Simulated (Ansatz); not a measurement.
# How far to go with the k-point mesh: InSb (R3m, 2 atoms in the cell)

```
InSb
1.0
    0.00000     3.23028     3.23028
    3.23028     0.00000     3.23028
    3.23028     3.23028     0.00000
In Sb
1 1
Direct
  0.00447   0.00447   0.00447
  0.25000   0.25000   0.25000
```

Method of the run: LDA (PW92), PAW files made with PBE (plane waves; Ansatz, a first-principles code).

Base settings: basis.ecutwfc = 420 eV; kpoints.mp_grid.grid = 7 7 7; hamiltonian.xc = lda; hamiltonian.pseudopotentials = {kind: paw} (the program's default PAW files); scf.occupations.method = fermi_dirac; scf.occupations.width = 0.01 eV.

The second cell is the first with its lattice scaled by 0.98.

Only quantities that move along the ladder and can be compared are tabulated.

The count of work is k-points × plane waves × bands × iterations; it is no time. Core times come from one kind of shared machine, to one figure; runs under 30 s give none.

The starting cell has typed, rounded lattice constants, without a prior relaxation at this level. Its lattice was rescaled by up to half a per cent. One atom was moved a little off its site on purpose. Ansatz's pressure includes its estimate of the finite-basis (Pulay) stress. The run gives no clean gap (levels at the Fermi energy touch, overlap or are partly filled at this smearing), which alone does not show that the compound is a metal.

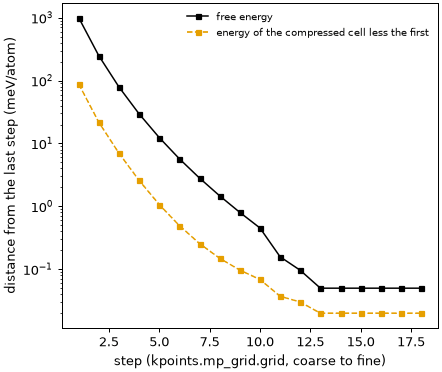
Distance from the last step along the ladder; very small values are drawn at a floor.

```tsv
kpoints.mp_grid.grid	free energy less the last step's (meV/atom)	energy of the compressed cell less the first (meV/atom)	pressure (GPa)	largest difference of a force vector from the last step's (eV/Å)	count of work / last	core time / last (rough)
2 2 2	1004.86	105.10	6.53	0.270	0.0028	–
3 3 3	248.65	38.07	1.44	0.070	0.0034	–
4 4 4	79.24	23.33	0.33	0.028	0.0058	–
5 5 5	29.58	18.89	0.00	0.014	0.0096	–
6 6 6	12.42	17.38	-0.11	0.008	0.016	–
7 7 7	5.71	16.80	-0.16	0.005	0.020	–
8 8 8	2.82	16.56	-0.17	0.003	0.029	–
9 9 9	1.47	16.46	-0.18	0.002	0.043	–
10 10 10	0.80	16.40	-0.18	0.001	0.059	–
11 11 11	0.45	16.38	-0.18	0.001	0.074	–
13 13 13	0.16	16.34	-0.19	0.000	0.10	–
14 14 14	0.10	16.34	-0.19	0.000	0.13	–
16 16 16	0.04	16.33	-0.19	0.000	0.18	–
17 17 17	0.02	16.32	-0.19	0.000	0.22	0.3
19 19 19	0.01	16.32	-0.19	0.000	0.30	0.4
21 21 21	0.00	16.31	-0.19	0.000	0.40	0.4
23 23 23	0.00	16.31	-0.19	0.000	0.51	0.7
26 26 26	0.00	16.31	-0.19	0.000	0.73	0.7
29 29 29	0.00	16.31	-0.19	0.000	1.0	1
```

Coarsest kpoints.mp_grid.grid that holds the forces within 0.005 eV/Å of the last step, with all finer ones: 7 7 7, at 0.020 of the last step's count of work; the step before is off by 0.008 eV/Å.

Coarsest kpoints.mp_grid.grid that holds the free energy within 0.5 meV/atom of the last step, with all finer ones: 11 11 11, at 0.074 of the last step's count of work; the step before is off by 0.80 meV/atom.

Coarsest kpoints.mp_grid.grid that holds the pressure within 0.2 GPa of the last step, with all finer ones: 5 5 5, at 0.0096 of the last step's count of work; the step before is off by 0.52 GPa.

The energy difference between the two cells stays within 1 meV/atom of the last step's from 7 7 7 on, the total only from 10 10 10 on: much of the error is common to both cells and cancels.

Keys are those of Ansatz 0.2.
